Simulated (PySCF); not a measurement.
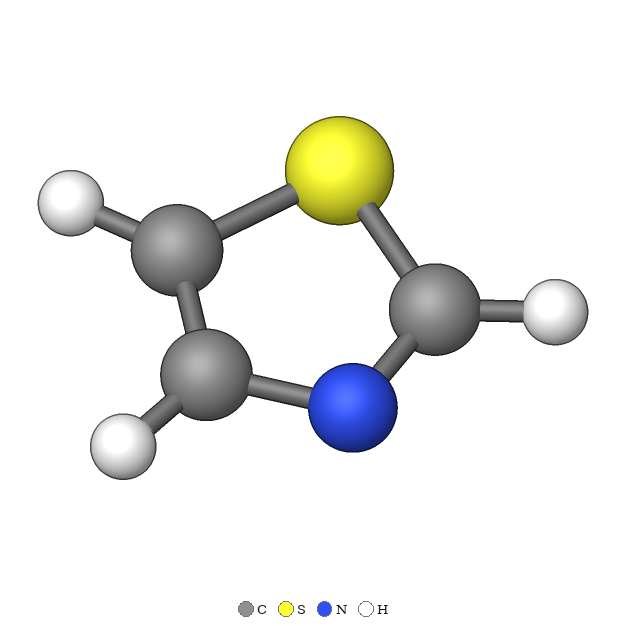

Every bond is drawn as one stick, whatever its order.

The computed structure is the end point of a PBE0-D3(BJ)/def2-TZVP optimisation. No frequency run is at hand to confirm it as a minimum.

Identify the structure.

The molecule is C₃H₃NS. SMILES: `c1cscn1`. Independent rings (smallest set): 1 of 5 members, 1 of them aromatic. The point group is Cs. All atoms lie on one plane. Coordination: 3 C trigonal planar; 1 S bent; 1 N bent.

More results for the same structure follow; atom numbers are the same in all pictures, views and colours differ.

Excitation

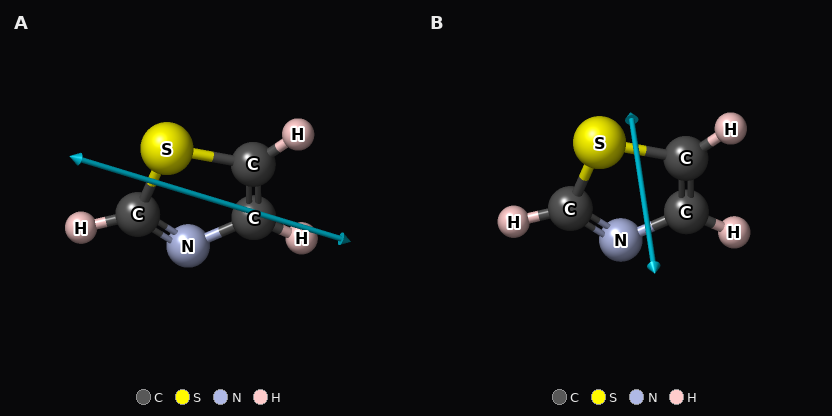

The double arrows show the directions of two transition dipoles from the ground state (lengths mean nothing). No frequency run is at hand to confirm it as a minimum. Level of theory: TDDFT CAM-B3LYP/aug-cc-pVTZ, vertical, gas phase, core orbitals frozen in the response (PySCF 2.14.0).

**One belongs to singlet state 7 and one to singlet state 9. Which is which?**

A: state 9, 7.28 eV (170 nm), oscillator strength 0.13, mainly HOMO → LUMO+6 (weight 0.50).
B: state 7, 7.14 eV (174 nm), oscillator strength 0.026, of mixed character, with the largest part HOMO → LUMO+3 (weight 0.49); polarised normal to the molecular plane.

NMR shielding

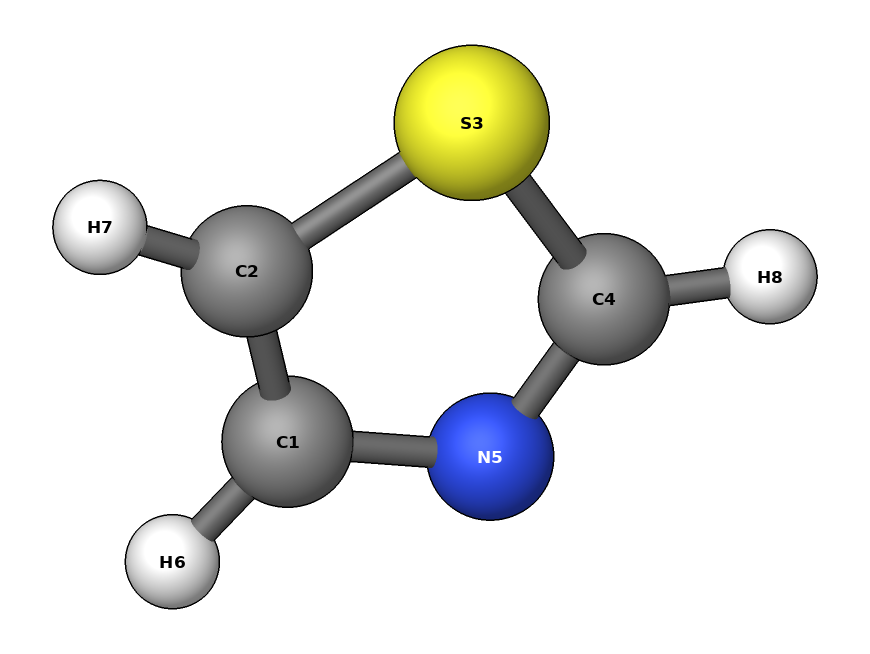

No frequency run is at hand to confirm it as a minimum. Method: GIAO ωB97X-D/pcSseg-2 NMR shielding, non-relativistic, gas phase (PySCF 2.14.0). Principal shieldings σ11 ≤ σ22 ≤ σ33, span Ω = σ33 − σ11, skew κ = 3(σiso − σ22)/Ω.

Give the shielding tensors of the N atoms.

```csv
atom,σ11,σ22,σ33,σiso,Ω,κ
N5,−420.2,−139.3,235.0,−108.2,655.2,0.14
```

Shieldings and span in ppm.

Ring current

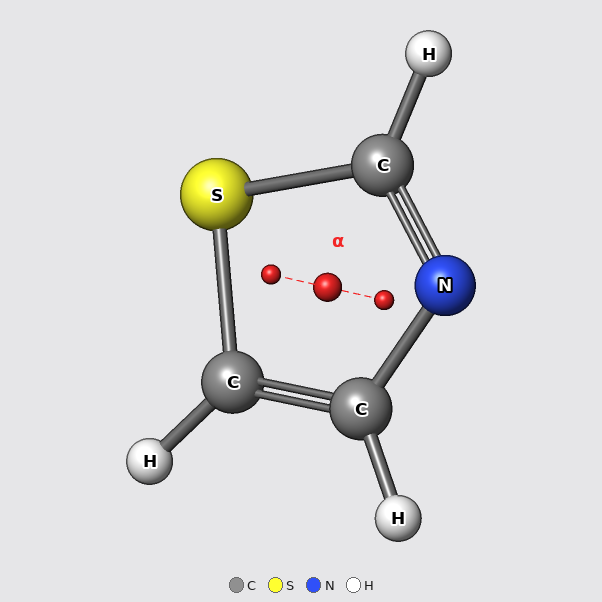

The small points mark where nucleus-independent chemical shifts (NICS) were computed: at the centre of each lettered ring and 1 Å above and below it. No frequency run is at hand to confirm it as a minimum. Method: GIAO B97-2/pcSseg-2 NMR shielding, non-relativistic, gas phase (PySCF 2.14.0).

Give NICS(0), NICS(1) and the out-of-plane component NICS(1)zz for each ring (means of the two sides).

| ring | members | NICS(0) | NICS(1) | NICS(1)zz |
| --- | --- | --- | --- | --- |
| α | C3NS | −13.3 | −11.3 | −31.6 |

Values in ppm.

**What do the values say about the ring currents?**

Ring α: diatropic, as in an aromatic ring. NICS is one index among several.

Polarisability

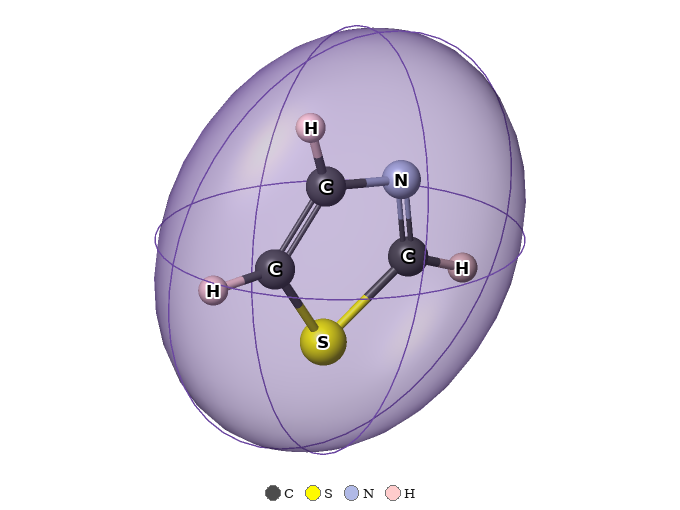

The ellipsoid shows the static dipole polarisability: its half-axes are proportional to the principal values. No frequency run is at hand to confirm it as a minimum. Level of theory: ωB97X-D/aug-cc-pVTZ (PySCF 2.14.0).

**How large and how anisotropic is the polarisability?**

Principal values 40.0, 64.6, 69.3 bohr³; mean 58.0 bohr³ (8.59 Å³); anisotropy 27.2 bohr³, so the longest axis is 1.73 times the shortest.
